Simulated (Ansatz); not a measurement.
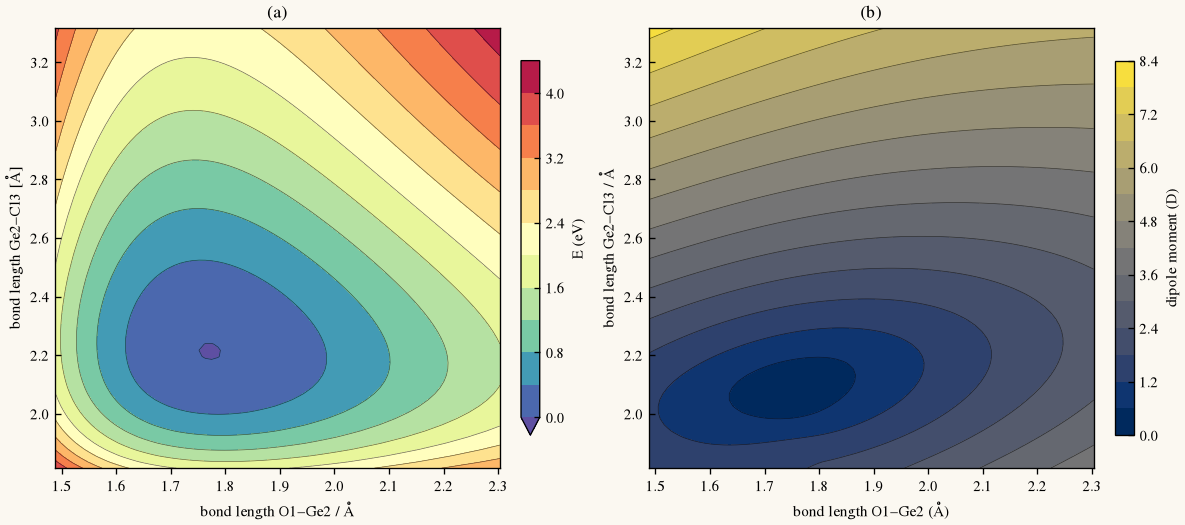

ClGeHO, SMILES [OH][Ge][Cl]. 
- The first coordinate is: bond length O1–Ge2; the second: bond length Ge2–Cl3.
- Nothing is relaxed (all other coordinates rigid).
- The grid has 13 × 13 points.
- All energies are given in eV relative to the lowest grid point.
- The reference is spin-restricted, which grows unreliable where a bond is stretched far.
- Level of theory: RKS PBE0-D4/def2-TZVP (Ansatz).

Panel (a) is the energy and panel (b) the computed dipole moment on the same grid.

The picture shows filled contours. Between grid points the surface is interpolated.

Q: How does the dipole moment vary over the map, and what is it at the lowest grid point?

A: Leaving out the highest fifth of the energies, it runs from 0.2 D at bond length O1–Ge2 = 1.760 Å, bond length Ge2–Cl3 = 2.065 Å to 7.5 D at bond length O1–Ge2 = 1.624 Å, bond length Ge2–Cl3 = 3.318 Å. At the lowest grid point, bond length O1–Ge2 = 1.760 Å, bond length Ge2–Cl3 = 2.190 Å, it is 0.6 D.

```csv
"bond length Ge2–Cl3 ↓, bond length O1–Ge2 →",1.488,1.556,1.624,1.692,1.760,1.828,1.896,1.963,2.031,2.099,2.167,2.235,2.303
3.318,8.0,7.7,7.5,7.2,7.0,6.8,6.7,6.5,6.4,6.3,6.2,6.2,6.1
3.193,7.4,7.1,6.9,6.6,6.4,6.3,6.1,6.0,5.9,5.8,5.7,5.7,5.7
3.068,6.7,6.5,6.2,6.0,5.8,5.7,5.5,5.4,5.3,5.2,5.2,5.2,5.2
2.942,6.0,5.8,5.6,5.3,5.2,5.0,4.9,4.8,4.7,4.7,4.6,4.7,4.7
2.817,5.3,5.1,4.8,4.6,4.5,4.3,4.2,4.1,4.1,4.1,4.1,4.1,4.2
2.692,4.6,4.3,4.1,3.9,3.8,3.6,3.5,3.5,3.5,3.5,3.5,3.6,3.7
2.566,3.8,3.6,3.4,3.2,3.0,2.9,2.8,2.8,2.8,2.9,3.0,3.1,3.2
2.441,3.1,2.8,2.6,2.4,2.2,2.1,2.1,2.1,2.2,2.3,2.5,2.7,2.9
2.315,2.4,2.1,1.8,1.6,1.4,1.3,1.4,1.5,1.7,1.9,2.1,2.4,2.7
2.190,1.7,1.4,1.1,0.8,0.6,0.6,0.8,1.1,1.4,1.7,2.0,2.4,2.7
2.065,1.3,1.0,0.7,0.3,0.2,0.5,0.8,1.2,1.6,1.9,2.3,2.6,2.9
1.939,1.3,1.1,1.0,0.9,1.0,1.2,1.5,1.8,2.1,2.4,2.7,3.1,3.4
1.814,1.7,1.6,1.6,1.6,1.8,1.9,2.2,2.4,2.7,3.0,3.3,3.7,4.0
```
